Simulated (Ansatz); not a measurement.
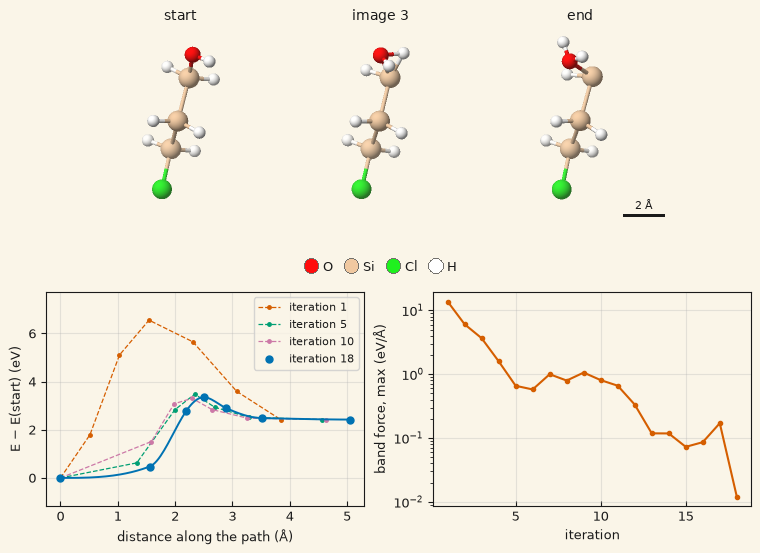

NEB run on Si3H7OCl. Images are numbered from 0 (start) to 6 (end). The plot follows the band through its iterations. A ball-and-stick model, seen from a free direction.

All numbers below come from RKS B3LYP-D4/STO-3G in Ansatz 0.2.0. Set-up: 5 movable images; climbing image; force threshold 0.05 eV/Å; iteration limit 60; starting path through a guess of the saddle point.

### How did the profile develop, and is the result final?

The run is converged, with reservations. The band converged in 18 iterations. The largest component of the band force went from 14 to 0.012 eV/Å. The climbing image converged on the top of the path. Its curvatures weren't checked. The first iteration put the highest image at 6.55 eV. The energy climbs by 3.35 eV to image 3 and then falls by 0.93 eV, so the end point sits at +2.42 eV.

Limits of the set-up: STO-3G is a minimal basis, so the numbers are rough.

Cost: 5 min on 1 thread of Intel(R) Xeon(R) Processor @ 2.70GHz, with other jobs on the host, peak memory 0.15 GiB.
